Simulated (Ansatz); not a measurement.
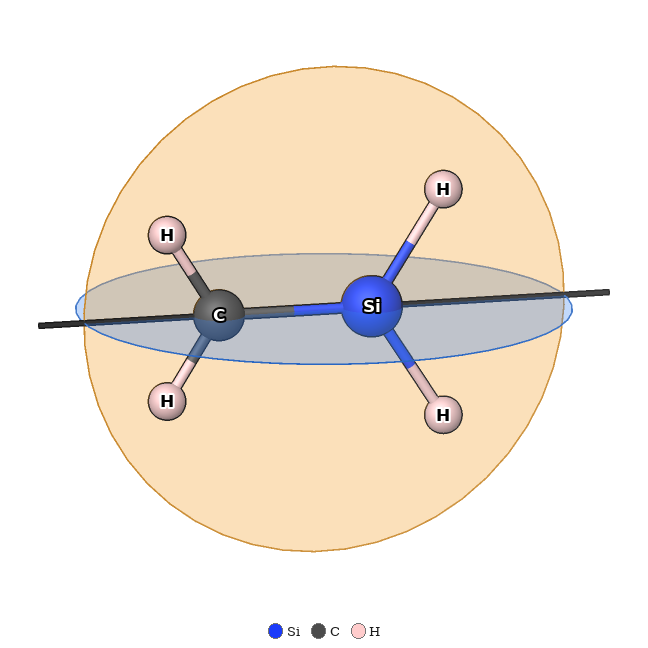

All proper rotation axes (lines) and mirror planes (discs) of the structure are drawn in. Distant atoms are faded towards the background colour. The computed structure is the end point of a PBE0-D4/def2-TZVP optimisation.

### Name the symmetry elements and the point group.

It has 1 C2 axis and 2 mirror planes. Point group C2v. The group has 4 operations. The geometry is achiral, and symmetry allows a dipole moment.
